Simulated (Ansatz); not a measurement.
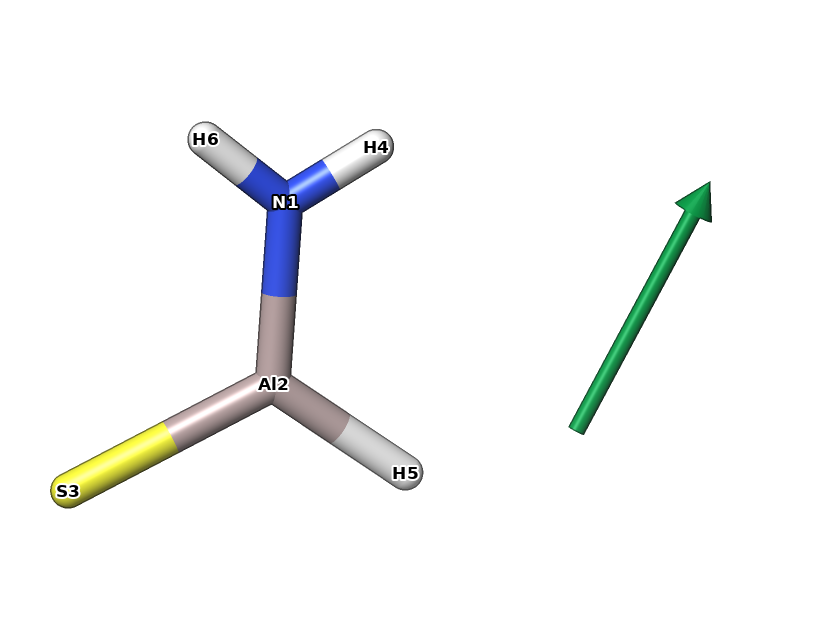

The arrow beside the molecule shows the direction of the dipole moment, from the negative to the positive end (its length means nothing). Charge 0, doublet. Computed geometry: PBE0-D4/def2-TZVP optimisation. No frequency run is at hand to confirm it as a minimum. Level of theory: UKS PBE0-D4/def2-TZVP (Ansatz 0.2.0).

**How large is the dipole moment?**

2.06 D; it points from the side of S3 to the side of H4 (the outermost atoms at the two ends).
